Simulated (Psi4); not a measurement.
**SiH2Cl2 (dichlorosilane (DCS)): HF/STO-3G**

What is the vertical singlet–triplet gap of SiH2Cl2 (dichlorosilane (DCS)) at HF/STO-3G? 

Program for the calculation: Psi4 1.11.

2 further runs of the same task are left out: 2 set aside as unsound or not needed.

## Step 1: The molecule

The species is SiH2Cl2 (5 atoms), meant as a singlet with charge 0. As SMILES, `Cl[SiH2]Cl`. The coordinates come from a PBE0-D4/def2-TZVP relaxation.

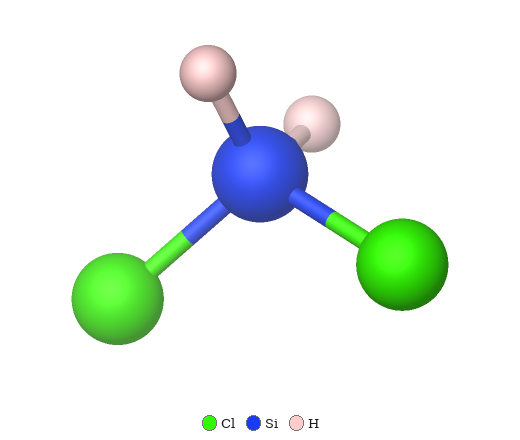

The structure, seen from a chosen angle (chlorine green, silicon blue, hydrogen pink).

## Step 2: Energy and gradient at HF/STO-3G

job.json reads:

```json
{
 "schema_name": "qcschema_input",
 "schema_version": 1,
 "molecule": {
  "schema_name": "qcschema_molecule",
  "schema_version": 2,
  "symbols": ["Cl", "Si", "Cl", "H", "H"],
  "geometry": [-1.95794524, -0.74341826, 3.04113625, 0.25851453, -0.13549336, -0.05461309, -1.51026912, 2.26162423, -2.50199739, 0.6651836, -2.57418493, -1.34397322, 2.63900253, 1.05182156, 0.78121278],
  "molecular_charge": 0,
  "molecular_multiplicity": 1,
  "fix_symmetry": "c1"
 },
 "driver": "gradient",
 "model": {
  "method": "hf",
  "basis": "STO-3G"
 },
 "keywords": {
  "puream": true,
  "e_convergence": 1e-09,
  "d_convergence": 1e-08,
  "scf_type": "pk"
 }
}
```

Run with:

```sh
$ psi4 --qcschema job.json -n 1 --memory 1600MB
```

stdout:

```text
[...]
  Running in c1 symmetry.
[...]
  Nuclear repulsion =  191.963421061022530
[...]
  Multiplicity = 1
[...]
  Nalpha       = 25
  Nbeta        = 25
[...]
    Number of basis functions: 29
[...]
   @RHF iter   1: -1195.96182383058567   -1.31434e+00   8.69208e-03 ADIIS/DIIS
[...]
   @RHF iter   8: -1196.02828624151016   -2.27374e-12   6.78535e-09 DIIS
[...]
    Orbital Energies [Eh]
    ---------------------
    Doubly Occupied:
       1A   -103.670630     2A   -103.670614     3A    -68.141885
       4A    -10.361857     5A    -10.361708     6A     -7.805708
       7A     -7.805513     8A     -7.800104     9A     -7.799993
      10A     -7.799983    11A     -7.799887    12A     -6.112608
      13A     -4.138778    14A     -4.137568    15A     -4.136406
      16A     -1.055213    17A     -1.014415    18A     -0.704651
      19A     -0.535448    20A     -0.498115    21A     -0.477911
      22A     -0.414358    23A     -0.406834    24A     -0.400133
      25A     -0.393158
[...]
  @RHF Final Energy: -1196.02828624151016
   => Energetics <=
    Nuclear Repulsion Energy =            191.9634210610225296
    One-Electron Energy =               -2041.0964580665120138
    Two-Electron Energy =                 653.1047507639792684
    Total Energy =                      -1196.0282862415101590
[...]
 Multipole Moments:
 ------------------------------------------------------------------------------------
     Multipole            Electronic (a.u.)      Nuclear  (a.u.)        Total (a.u.)
 ------------------------------------------------------------------------------------
 L = 1.  Multiply by 2.5417464519 to convert [e a0] to [Debye]
 Dipole X            :         -2.3122616            3.3608640            1.0486024
 Dipole Y            :          1.0381679           -1.5089095           -0.4707417
 Dipole Z            :          0.3762330           -0.5468273           -0.1705943
 Magnitude           :                                                    1.1620100
[...]
  -Total Gradient:
     Atom            X                  Y                   Z
    ------   -----------------  -----------------  -----------------
       1        0.012179118936     0.003114202821    -0.016626926636
       2       -0.049179793603     0.022103710750     0.007970947083
       3        0.009811920468    -0.013013877988     0.013088372945
       4        0.003979597798    -0.023762683489    -0.012567760354
       5        0.023209156406     0.011558647899     0.008135366960
[...]
```

The result, in JSON:

```text
{
 "driver": "gradient",
 "model": {
  "method": "hf",
  "basis": "STO-3G"
 },
 "success": true,
 "return_result": [0.012179118935687003, 0.003114202820642835, -0.016626926635831596, -0.04917979360343791, 0.022103710750460984, 0.007970947083079948, 0.009811920467653501, -0.013013877987691339, 0.013088372945317991, 0.0039795977976331, -0.02376268348890387, -0.012567760354262075, 0.023209156405884918, 0.011558647898919153, 0.00813536696013567],
 "properties": {
  "calcinfo_nbasis": 29,
  "calcinfo_nmo": 29,
  "calcinfo_nalpha": 25,
  "calcinfo_nbeta": 25,
  "calcinfo_natom": 5,
  "nuclear_repulsion_energy": 191.96342106102253,
  "return_energy": -1196.0282862415102,
  "return_gradient": [0.012179118935687003, 0.003114202820642835, -0.016626926635831596, -0.04917979360343791, 0.022103710750460984, 0.007970947083079948, 0.009811920467653501, -0.013013877987691339, 0.013088372945317991, 0.0039795977976331, -0.02376268348890387, -0.012567760354262075, 0.023209156405884918, 0.011558647898919153, 0.00813536696013567],
  "scf_one_electron_energy": -2041.096458066512,
  "scf_two_electron_energy": 653.1047507639793,
  "scf_dipole_moment": [1.0486024044615658, -0.4707416718130033, -0.17059431881970188],
  "scf_total_energy": -1196.0282862415102,
  "scf_total_gradient": [0.012179118935687003, 0.003114202820642835, -0.016626926635831596, -0.04917979360343791, 0.022103710750460984, 0.007970947083079948, 0.009811920467653501, -0.013013877987691339, 0.013088372945317991, 0.0039795977976331, -0.02376268348890387, -0.012567760354262075, 0.023209156405884918, 0.011558647898919153, 0.00813536696013567],
  "scf_iterations": 8
 }
}
```

It took 2.1 s on 1 thread of Intel Xeon Platinum 8375C at 2.90GHz (Ice Lake), shared host; peak memory 0.18 GiB.

## Step 3: The triplet: a single-point energy at UHF/STO-3G

calc.inp reads:

```
memory 1600 mb

molecule {
  0 3
  Cl    -1.036100    -0.393400     1.609300
  Si     0.136800    -0.071700    -0.028900
  Cl    -0.799200     1.196800    -1.324000
  H      0.352000    -1.362200    -0.711200
  H      1.396500     0.556600     0.413400
  symmetry c1
}

set {
  reference     uhf
  puream        true
  e_convergence 1e-09
  d_convergence 1e-08
  scf_type      pk
  maxiter       200
}

E, wfn = energy('hf/STO-3G', return_wfn=True)
```

Run with:

```sh
$ psi4 calc.inp calc.out -n 1
```

calc.out:

```text
[...]
  Running in c1 symmetry.
[...]
  Nuclear repulsion =  191.963420987880852
[...]
  Multiplicity = 3
[...]
  Nalpha       = 26
  Nbeta        = 24
[...]
    Number of basis functions: 29
[...]
   @UHF iter   1: -1195.56481914142023   -9.17339e-01   6.99439e-03 ADIIS/DIIS
[...]
   @UHF iter  16: -1195.65428210919117   -1.36424e-12   9.15885e-09 DIIS
[...]
   @S^2 Observed:                2.009724250E+00
[...]
    Orbital Energies [Eh]
    ---------------------
    Alpha Occupied:
       1A   -103.674711     2A   -103.674518     3A    -68.001019
       4A    -10.368023     5A    -10.367779     6A     -7.814303
       7A     -7.814085     8A     -7.811986     9A     -7.811714
      10A     -7.803226    11A     -7.803001    12A     -5.997740
      13A     -4.022436    14A     -4.014458    15A     -4.011184
      16A     -1.064941    17A     -1.035671    18A     -0.706257
      19A     -0.533112    20A     -0.517788    21A     -0.499206
      22A     -0.453803    23A     -0.426707    24A     -0.422240
      25A     -0.418637    26A     -0.031695
    Alpha Virtual:
[...]
  @UHF Final Energy: -1195.65428210919117
   => Energetics <=
    Nuclear Repulsion Energy =            191.9634209878808520
    One-Electron Energy =               -2042.3170631530294941
    Two-Electron Energy =                 654.6993600559574134
    Total Energy =                      -1195.6542821091911719
  UHF NO Occupations:
  HONO-2 :   24  A 1.9977266
  HONO-1 :   25  A 1.0000000
[...]
 Multipole Moments:
 ------------------------------------------------------------------------------------
     Multipole            Electronic (a.u.)      Nuclear  (a.u.)        Total (a.u.)
 ------------------------------------------------------------------------------------
 L = 1.  Multiply by 2.5417464519 to convert [e a0] to [Debye]
 Dipole X            :         -2.4249644            3.3608640            0.9358996
 Dipole Y            :          1.0891985           -1.5089095           -0.4197110
 Dipole Z            :          0.3936899           -0.5468273           -0.1531374
 Magnitude           :                                                    1.0370711
[...]
```

Wall time 1.9 s (1 thread of Intel Xeon Platinum 8375C at 2.90GHz (Ice Lake), shared host); peak memory 0.18 GiB.

## Step 4: What came out

Level: HF/STO-3G.

| quantity | value |
| --- | --- |
| singlet: total energy | -1196.02829 Eh |
| singlet: dipole moment | 2.95 D |
| singlet: HOMO energy | -10.70 eV |
| singlet: LUMO energy | 7.98 eV |
| singlet: HOMO–LUMO gap | 18.67 eV |
| singlet: largest force on an atom | 2.803 eV/Å |
| triplet: total energy | -1195.65428 Eh |
| triplet: dipole moment | 2.64 D |
| triplet: HOMO energy (highest over α and β) | -0.86 eV |
| triplet: ⟨S²⟩ | 2.010 |
| vertical energy of the triplet above the singlet | 10.177 eV |

At this shape the triplet lies 10.18 eV (982 kJ/mol) above the singlet. The largest force (singlet) is 2.80 eV/Å: the shape isn't a stationary point for this species at this level. In a minimal basis such a difference can be off by several eV, whatever the method.
